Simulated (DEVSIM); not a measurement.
System: abrupt Si n-p junction, at 300 K.

| layer (left to right) | material | thickness (μm) | Nd (cm⁻³) | Na (cm⁻³) | τn (s) | τp (s) |
|---|---|---|---|---|---|---|
| 1 | Si | 27.0 | 3.3e17 | - | 0.0002 | 0.0002 |
| 2 | Si | 35.0 | - | 9.4e17 | 0.0002 | 0.0002 |

Left contact: ohmic. Right contact: ohmic. Voltage is applied to the left contact. Recombination: SRH at mid-gap, radiative. Mobility is constant in doping.

The device is made up for the run: typed textbook-type constants, with dimensions and the other settings drawn at random. Values at 300 K.

```
parameter           Si
-------------  -------
gap (eV)         1.124
affinity (eV)     4.05
permittivity      11.7
Nc (cm⁻³)      2.86e19
Nv (cm⁻³)       3.1e19
μn (cm²/Vs)       1417
μp (cm²/Vs)        470
B (cm³/s)      4.7e-15
```

Simulated with DEVSIM: 1D drift-diffusion, Boltzmann statistics, complete ionisation; no tunnelling, impact ionisation, image-force lowering or self-heating.

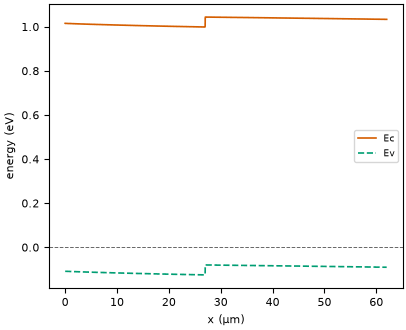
*Band edges at -0.9 V on the left contact*

Energies count from the Fermi level of the right contact; mesh points crowd at the junctions.

| x (μm) | Ec (eV) | Ev (eV) | n (cm⁻³) | p (cm⁻³) | field (V/cm) |
|---|---|---|---|---|---|
| 0.000 | 1.015 | -0.109 | 3.3e17 | 350 | ≈ 0 |
| 0.05121 | 1.015 | -0.109 | 3.3e17 | 4.4e14 | ≈ 0 |
| 0.2021 | 1.015 | -0.109 | 3.3e17 | 1.8e15 | ≈ 0 |
| 0.6836 | 1.015 | -0.109 | 3.4e17 | 5.9e15 | ≈ 0 |
| 3.172 | 1.013 | -0.111 | 3.6e17 | 2.6e16 | ≈ 0 |
| 9.579 | 1.008 | -0.116 | 4.0e17 | 7.3e16 | ≈ 0 |
| 20.79 | 1.002 | -0.122 | 4.7e17 | 1.4e17 | ≈ 0 |
| 25.64 | 1.000 | -0.124 | 5.0e17 | 1.7e17 | ≈ 0 |
| 26.58 | 0.999 | -0.125 | 5.1e17 | 1.8e17 | ≈ 0 |
| 26.88 | 0.999 | -0.125 | 5.1e17 | 1.8e17 | ≈ 0 |
| 26.98 | 0.999 | -0.125 | 5.1e17 | 1.8e17 | 540 |
| 27.03 | 1.044 | -0.080 | 8.9e16 | 1.0e18 | 21 |
| 27.14 | 1.044 | -0.080 | 8.9e16 | 1.0e18 | ≈ 0 |
| 27.49 | 1.044 | -0.080 | 8.8e16 | 1.0e18 | ≈ 0 |
| 29.29 | 1.043 | -0.081 | 8.5e16 | 1.0e18 | ≈ 0 |
| 34.21 | 1.042 | -0.082 | 7.4e16 | 1.0e18 | ≈ 0 |
| 47.73 | 1.038 | -0.086 | 4.0e16 | 9.8e17 | ≈ 0 |
| 57.46 | 1.035 | -0.089 | 1.4e16 | 9.5e17 | ≈ 0 |
| 61.01 | 1.034 | -0.090 | 3.0e15 | 9.4e17 | ≈ 0 |
| 61.69 | 1.034 | -0.090 | 9.6e14 | 9.4e17 | ≈ 0 |
| 61.92 | 1.034 | -0.090 | 2.6e14 | 9.4e17 | ≈ 0 |
| 62.00 | 1.034 | -0.090 | 120 | 9.4e17 | ≈ 0 |
